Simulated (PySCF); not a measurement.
```yaml
atoms:
  - { symbol: Si, position_ang: [0.0516, 1.0813, 2.3595] }
  - { symbol: Si, position_ang: [1.3845, -0.5176, 1.2754] }
  - { symbol: Si, position_ang: [0.0011, -1.9133, -0.0050] }
  - { symbol: Si, position_ang: [-1.3939, -0.5189, -1.2741] }
  - { symbol: Si, position_ang: [-0.0581, 1.0897, -2.3393] }
  - { symbol: H, position_ang: [-0.9718, 0.3927, 3.2048] }
  - { symbol: H, position_ang: [0.8776, 1.9762, 3.2266] }
  - { symbol: H, position_ang: [-0.6578, 1.9132, 1.3391] }
  - { symbol: H, position_ang: [2.1745, -1.2992, 2.2785] }
  - { symbol: H, position_ang: [2.3409, 0.1811, 0.3581] }
  - { symbol: H, position_ang: [-0.8032, -2.8017, 0.8922] }
  - { symbol: H, position_ang: [0.8230, -2.7667, -0.9206] }
  - { symbol: H, position_ang: [-2.3577, 0.1709, -0.3581] }
  - { symbol: H, position_ang: [-2.1743, -1.3030, -2.2829] }
  - { symbol: H, position_ang: [0.6134, 1.9384, -1.3073] }
  - { symbol: H, position_ang: [0.9953, 0.4089, -3.1530] }
  - { symbol: H, position_ang: [-0.8737, 1.9674, -3.2336] }
```

Geometry: PBE0-D3(BJ)/def2-SVP.

Theory: PySCF, PBE0/pcSseg-1, SCF density, gas phase, non-relativistic.

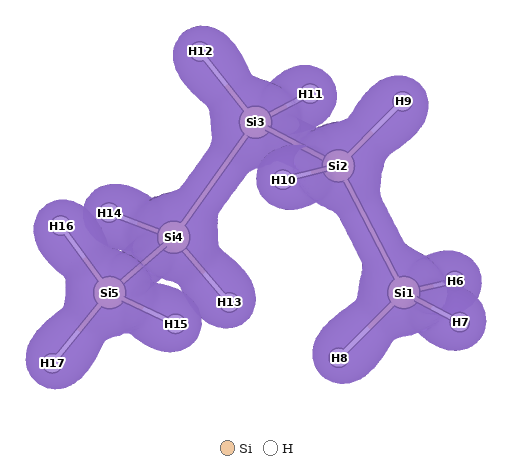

H$_{12}$Si$_{5}$ (n-SiSiSiSiSiH12). Isosurface of the total electron density at 0.5 e/Å³ (purple), seen at a tilt.

How is the density connected at this value?

At this value the surface is in one piece. It bridges the sampled Si–Si (2.35 Å) and Si–H (1.49 Å) contacts, where the density stays above the isovalue. On the grid the lowest density along these lines, outside the cores, is 0.62 e/Å³ (Si–Si, 2.35 Å) and 0.77 e/Å³ (Si–H, 1.49 Å).
